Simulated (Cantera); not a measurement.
Charge: 1 mol SiH₄, 0.25 mol N₂O, 1 mol H₂, equilibrated at 0.100 bar.

Method: chemical equilibrium by Gibbs-energy minimisation in Cantera with the NASA 1993 tables (ideal gas, pure condensed phases). Candidate condensed phases: H₂O, Si, SiO₂, Si₂N₂O, Si₃N₄; 35 gas species. Mutual solubility and eutectic melting of coexisting phases are not modelled. The tables' values for SiN are old estimates; treat these amounts as uncertain. Gases not in the tables: Si₂H₆ and higher silanes. Rates play no part.

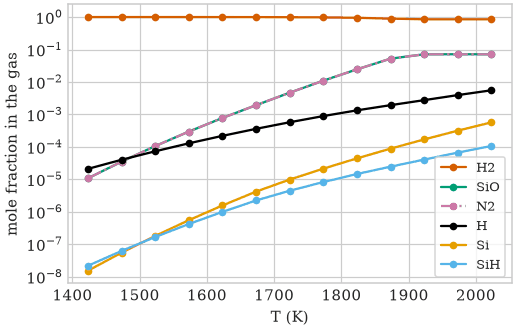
Figure. Equilibrium gas composition (values under 1e-9 drawn at 1e-9)

Question: Read off the mole fractions at 1523 K.

Answer: H₂ about 1.00, N₂ about 0.00011, SiO about 0.00011, H about 7.3e-5, Si about 1.8e-7, SiH about 1.7e-7.
